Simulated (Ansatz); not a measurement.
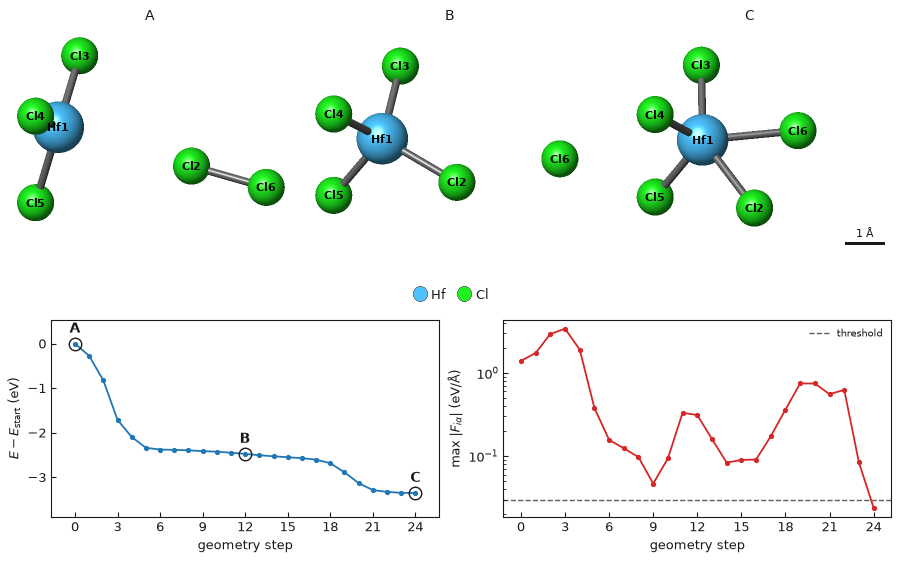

Frames of a relaxation of HfCl5 (multiplicity 2), marked on the history of the run. Style: ball-and-stick. Shown from a free direction.

The run prepares an end point of a later path (reaction) calculation, from a guessed geometry.

These are results of Ansatz, UKS PBE/def2-SVP, not measurements.

The input:
```yaml
crystal:
  periodic: [false, false, false]
  atoms:
    - { symbol: Hf, position_ang: [0.00062, 0.0, -0.57521] }
    - { symbol: Cl, position_ang: [-0.006324, 0.0, 3.129085] }
    - { symbol: Cl, position_ang: [2.324735, 0.0, -0.79534] }
    - { symbol: Cl, position_ang: [-1.160671, 2.01286, -0.797591] }
    - { symbol: Cl, position_ang: [-1.160671, -2.01286, -0.797591] }
    - { symbol: Cl, position_ang: [0.00491, 0.0, 5.199046] }
magnetization:
  spin_polarized: true
  initial_magnetization: 1
basis:
  gaussian: { orbitals: def2-SVP }
hamiltonian:
  xc: pbe
relax:
  f_tol: 0.03
  max_steps: 50
output:
  orbitals: {}
```

Launched with:
```bash
ansatz run input.yaml --threads 4 --pin off --max-ram 5120MiB --backend cpu --events-out ev --progress --plain --runs-dir out
```

### Describe the path.

Over 24 geometry steps the energy falls by 3.352 eV. The largest force component goes from 1.4 to 0.024 eV/Å. The largest move after the best rigid fit is that of Cl6, 2.54 Å. Largest moves by element: Cl 2.54 Å, Hf 1.23 Å. Near-neighbour distances that change, for instance: Hf1–Cl6 5.774 → 2.516 Å, Hf1–Cl2 3.704 → 2.555 Å, Cl2–Cl6 2.070 → 2.706 Å, Hf1–Cl3 2.335 → 2.368 Å. New bonds form, among them: Hf1–Cl2 (3.70 → 2.55 Å), Hf1–Cl6 (5.77 → 2.52 Å). Bonds break, among them: Cl2–Cl6 (2.07 → 2.71 Å). Bond angles that change, for instance: Cl3–Hf1–Cl4 119.1° → 102.0°, Cl4–Hf1–Cl5 119.1° → 110.1°. From step 0 to 12: Cl2 moves most (1.05 Å), energy −2.475 eV. From step 12 to 24: Cl6 moves most (1.75 Å), energy −0.877 eV.

```csv
step,"E − E(0), eV","largest force component, eV/Å"
0,0.0000,1.4001
1,-0.2743,1.7457
2,-0.8262,2.9537
3,-1.7111,3.4211
4,-2.0959,1.9199
5,-2.3386,0.3808
6,-2.3775,0.1569
7,-2.3846,0.1243
8,-2.3945,0.0973
9,-2.4139,0.0466
10,-2.4259,0.0937
11,-2.4481,0.3324
12,-2.4749,0.3122
13,-2.5052,0.1606
14,-2.5292,0.0835
15,-2.5500,0.0898
16,-2.5707,0.0910
17,-2.6045,0.1730
18,-2.6841,0.3629
19,-2.8872,0.7506
20,-3.1297,0.7489
21,-3.2883,0.5572
22,-3.3271,0.6276
23,-3.3501,0.0840
24,-3.3519,0.0238
```

Limits of the set-up: the start holds two separate molecules, 3.7 Å apart at their closest, whose relative position is a soft coordinate and is computed without a dispersion correction.
